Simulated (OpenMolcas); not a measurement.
## Run report: AlH2O2, excited-state calculation (part 1 of 3)

AlH2O2, multiplicity 2, computed with CASPT2/ANO-RCC-VDZP, DKH2 (OpenMolcas 26.06).

The geometry comes from this level: PBE0-D4/def2-TZVP.

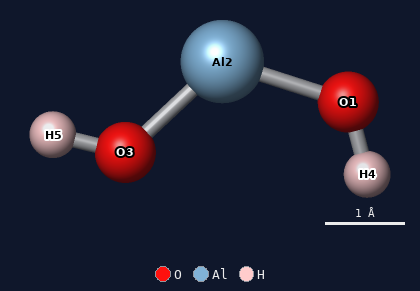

Fig. 1: The input geometry (ball-and-stick view, seen on its broad side; atoms are numbered from 1 in the order of the input). Sticks mark near contacts. Bond lengths as drawn: Al–O 1.70 Å and H–O 0.96 Å.

Input:
```
>>> EXPORT MOLCAS_PRINT=2

&gateway
 coord
 5
 angstrom
 O       -1.573500      -0.324600      -0.237500
 Al       0.018500      -0.825100       0.065000
 O        1.249400       0.348300       0.160000
 H       -1.809700       0.595800      -0.359200
 H        2.165100       0.131800       0.330400
 basis=ANO-RCC-VDZP
 group=NoSym

&seward

&rasscf
 fileorb=$CurrDir/step2.RasOrb
 spin=2
 nactel=5 0 0
 inactive=13
 ras2=4
 ciroot=3 3 1
 orblisting=Nothing
 prwf=0.1

&caspt2
 multistate=all
 nomultistate
 ipea=0
 imaginary=0.3
```

Hardware: 1 thread of Intel Xeon @ 2.50GHz (Skylake/Cascade Lake), 16 GiB of memory available, shared host.

Launch command:
```bash
export MOLCAS_MEM=1860
pymolcas step10.inp > step10.log
```

Log:
```
--- Start Module: gateway ---

                                              &GATEWAY

                       available to each process: 1.9 GB of memory, 1 thread

++    Symmetry information:
      ---------------------

                    Character Table for C1

                             E
                    a        1  x, y, xy, Rz, z, xz, Ry, yz, Rx, I
--

++    Basis set information:
      ----------------------

      Basis set label: O.ANO-RCC...3S2P1D.

      Electronic valence basis set:
      ------------------
      Associated Effective Charge   8.000000 au
      Associated Actual Charge      8.000000 au
      Nuclear Model: Point charge

      Shell  nPrim  nBasis  Cartesian Spherical Contaminant
         s      14       3        X
         p       9       2        X
         d       4       1                 X

      Basis set label: AL.ANO-RCC...4S3P1D.

      Electronic valence basis set:
      ------------------
      Associated Effective Charge  13.000000 au
      Associated Actual Charge     13.000000 au
      Nuclear Model: Point charge

      Shell  nPrim  nBasis  Cartesian Spherical Contaminant
         s      17       4        X
         p      12       3        X
         d       5       1                 X

      Basis set label: O.ANO-RCC...3S2P1D.

      Electronic valence basis set:
      ------------------
      Associated Effective Charge   8.000000 au
      Associated Actual Charge      8.000000 au
      Nuclear Model: Point charge

      Shell  nPrim  nBasis  Cartesian Spherical Contaminant
         s      14       3        X
         p       9       2        X
         d       4       1                 X

      Basis set label: H.ANO-RCC...2S1P.

      Electronic valence basis set:
      ------------------
      Associated Effective Charge   1.000000 au
      Associated Actual Charge      1.000000 au
      Nuclear Model: Point charge

      Shell  nPrim  nBasis  Cartesian Spherical Contaminant
         s       8       2        X
         p       4       1        X
--

++    Molecular structure info:
      -------------------------

                    ************************************************
                    **** Cartesian Coordinates / bohr, angstrom ****
                    ************************************************

     Center  Label                x              y              z                     x              y              z
        1      O1              -2.973484      -0.613405      -0.448810             -1.573500      -0.324600      -0.237500
        2      AL2              0.034960      -1.559213       0.122832              0.018500      -0.825100       0.065000
        3      O3               2.361024       0.658192       0.302356              1.249400       0.348300       0.160000
        4      H4              -3.419837       1.125899      -0.678790             -1.809700       0.595800      -0.359200
        5      H5               4.091446       0.249066       0.624366              2.165100       0.131800       0.330400

                    ***************************************
                    *    InterNuclear Distances / bohr    *
                    ***************************************

               1 O1            2 AL2           3 O3            4 H4            5 H5
    1 O1       0.000000
    2 AL2      3.205006        0.000000
    3 O3       5.535177        3.218647        0.000000
    4 H4       1.810331        4.448376        5.882155        0.000000
    5 H5       7.197833        4.469506        1.807051        7.673749        0.000000

                    *******************************************
                    *    InterNuclear Distances / angstrom    *
                    *******************************************

               1 O1            2 AL2           3 O3            4 H4            5 H5
    1 O1       0.000000
    2 AL2      1.696016        0.000000
    3 O3       2.929089        1.703234        0.000000
    4 H4       0.957986        2.353979        3.112703        0.000000
    5 H5       3.808929        2.365161        0.956250        4.060773        0.000000
--

            Nuclear Potential Energy             93.60237057 au

--- Stop Module: gateway /rc=_RC_ALL_IS_WELL_ ---

--- Start Module: seward ---

                                              &SEWARD

                       available to each process: 1.9 GB of memory, 1 thread

               SEWARD will generate:
                  Multipole Moment integrals up to order  2
                  Kinetic Energy integrals
                  Nuclear Attraction integrals (point charge)
                  One-Electron Hamiltonian integrals
                  Velocity integrals
                  Relativistic Douglas-Kroll-Hess integrals:
                    - Parametrization         : EXP
                    - DKH order of Hamiltonian: 2
                    - DKH order of Properties : 0
                         - multipole moment operators
                         - electric potential operators
                         - contact operators
                  Orbital angular momentum around ( -0.1341  -0.6554   0.0150 )
                  Velocity quadrupole around ( -0.1341  -0.6554   0.0150 )
                  Atomic mean-field integrals
                  Two-Electron Repulsion integrals

                   Integrals are discarded if absolute value <: 1.00E-14
                   Integral cutoff threshold is set to       <: 1.00E-16

            Nuclear Potential Energy             93.60237057 au

      Basis set specifications :
      Symmetry species         a
      Basis functions           56

--- Stop Module: seward /rc=_RC_ALL_IS_WELL_ ---
--- Module seward spent 4 seconds ---

--- Start Module: rasscf ---

                                              &RASSCF

                       available to each process: 1.9 GB of memory, 1 thread

      Header of the ONEINT file:
      --------------------------

      OrdInt status: non-squared

      Cartesian coordinates in angstrom:
      -----------------------------------------------------
      No.  Label        X            Y            Z
      -----------------------------------------------------
       1   O1        -1.57350000  -0.32460000  -0.23750000
       2   AL2        0.01850000  -0.82510000   0.06500000
       3   O3         1.24940000   0.34830000   0.16000000
       4   H4        -1.80970000   0.59580000  -0.35920000
       5   H5         2.16510000   0.13180000   0.33040000
      -----------------------------------------------------
      Nuclear repulsion energy =   93.60237057

++    Wave function specifications:
      -----------------------------

      Number of closed shell electrons          26
      Number of electrons in active shells       5
      Max number of holes in RAS1 space          0
      Max nr of electrons in RAS3 space          0
      Number of inactive orbitals               13
      Number of active orbitals                  4
      Number of secondary orbitals              39
      Spin quantum number                      0.5
      State symmetry                             1
--

++    Orbital specifications:
      -----------------------

      Symmetry species                           1
                                                 a
      Frozen orbitals                            0
      Inactive orbitals                         13
      Active orbitals                            4
      RAS1 orbitals                              0
      RAS2 orbitals                              4
      RAS3 orbitals                              0
      Secondary orbitals                        39
      Deleted orbitals                           0
      Number of basis functions                 56
--

++    CI expansion specifications:
      ----------------------------

      Number of CSFs                            20
      Number of determinants                    24
      Number of root(s) required                 3
      Root chosen for geometry opt.              3
      CI roots used                              1     2     3
      weights                                0.333 0.333 0.333
      highest root included in the CI            3
      max. size of the explicit Hamiltonian     20
--

++    Optimization specifications:
      ----------------------------

      RASSCF algorithm: Conventional
      Maximum number of macro iterations       200
      Maximum number of SX iterations          100
      Threshold for RASSCF energy            1.000E-08
      Threshold for max MO rotation          1.000E-01
      Threshold for max BLB element          1.000E-04
      Level shift parameter                  5.000E-01
      Make Quasi-Newton update
--

      The MO-coefficients are taken from the file:
      step2.RasOrb
      Title: RASSCF average (pseudo-natural) orbitals

      Total molecular charge    0.00

      ************************************************************************************************************************
      *                                            Wave function control section                                             *
      ************************************************************************************************************************

                                         RASSCF iterations: Energy and convergence statistics
                                         ----------------------------------------------------

          iter iter root      energy       change     param      element    value   shift minimum  type update hh:mm:ss
 Nr of preliminary CI iterations:   1
        1   1    3    0  -393.36162459    0.00E+00   1.63E-05   10  25 1 -7.27E-06   0.37   0.00    SX    NO    0:00:00
        2   1    3    0  -393.36162460   -2.09E-10   1.21E-05   10  16 1 -2.21E-06   0.37   0.00    SX    NO    0:00:00
        3   1    3    0  -393.36162460   -6.38E-11   8.77E-06   10  25 1 -2.10E-06   0.37   0.00    SX    NO    0:00:00
        4   1    3    0  -393.36162460   -3.33E-11   6.57E-06   10  16 1 -1.31E-06   0.37   0.00    SX    NO    0:00:00
      Convergence after  4 iterations
        5   1    3    0  -393.36162460   -1.43E-11   6.57E-06   10  16 1 -9.84E-07   0.37   0.00    SX    NO    0:00:00

      ************************************************************************************************************************
                                                      Wave function printout:
                       occupation of active orbitals, and spin coupling of open shells (u,d: Spin up or down)
      ************************************************************************************************************************

      Note: transformation to natural orbitals
      has been made, which may change the order of the CSFs.

      printout of CI-coefficients larger than  0.10 for root  1
      energy=    -393.462100
      conf/sym  1111     Coeff  Weight
             1  22u0  -0.98764 0.97543

      printout of CI-coefficients larger than  0.10 for root  2
      energy=    -393.329015
      conf/sym  1111     Coeff  Weight
             2  220u   0.91536 0.83788
             3  2u20  -0.33733 0.11379
             9  u2ud  -0.14367 0.02064
            15  022u  -0.10445 0.01091

      printout of CI-coefficients larger than  0.10 for root  3
      energy=    -393.293759
      conf/sym  1111     Coeff  Weight
             2  220u  -0.33646 0.11321
             3  2u20  -0.89796 0.80634
             6  2u02   0.21046 0.04429
            11  202u  -0.11074 0.01226

      Natural orbitals and occupation numbers for root  1
      sym 1:   1.990766   1.985351   1.003561   0.020322

      Natural orbitals and occupation numbers for root  2
      sym 1:   1.947195   1.869537   0.285014   0.898254

      Natural orbitals and occupation numbers for root  3
      sym 1:   1.971698   1.149963   1.665502   0.212837

      ************************************************************************************************************************
      *                                                    Final results                                                     *
      ************************************************************************************************************************

++    Final optimization conditions:
      ------------------------------

      Average CI energy                            -393.36162460
      RASSCF energy for state  3                   -393.29375902
      Super-CI energy                                -0.00000000
      RASSCF energy change                           -0.00000000
      Max change in MO coefficients               6.062E-06
      Max non-diagonal density matrix element     6.573E-06
      Maximum BLB matrix element                 -9.839E-07
      (orbital pair  10,  16 in symmetry   1)
      Norm of electronic gradient            2.222E-01
--

      Final state energy(ies):
      ------------------------
```
